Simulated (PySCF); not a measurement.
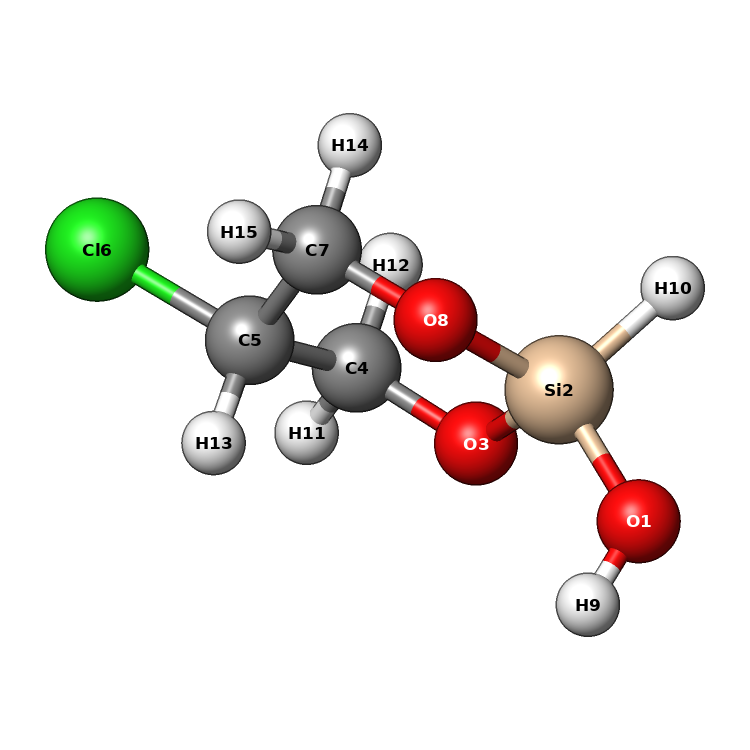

Every bond is drawn as one stick. The geometry was computed by an optimisation with GFN2-xTB. No frequency run is at hand to confirm it as a minimum. Computed with PBE0/pcSseg-1 (PySCF 2.14.0).

Which bond has the highest Mayer bond order?

Answer. O1–Si2, 1.13, at a length of 1.603 Å.

List the Mayer bond orders of O1–Si2, O1–H9, Si2–O3, Si2–H10, C5–Cl6, C4–C5, C5–H13, O3–C4, C4–H12, C4–H11 (one bond of each equivalent set).

```tsv
bond	Mayer order	length (Å)
O1–Si2	1.13	1.603
O1–H9	0.92	0.955
Si2–O3	0.96	1.637
Si2–H10	0.91	1.449
C5–Cl6	1.01	1.772
C4–C5	0.96	1.527
C5–H13	0.92	1.094
O3–C4	0.90	1.397
C4–H12	0.94	1.097
C4–H11	0.95	1.095
```

The geometry is semi-empirical. Around Si such bond lengths and angles can be off by a tenth of an ångström or more and by several degrees, and values that hang on the shape move with them.
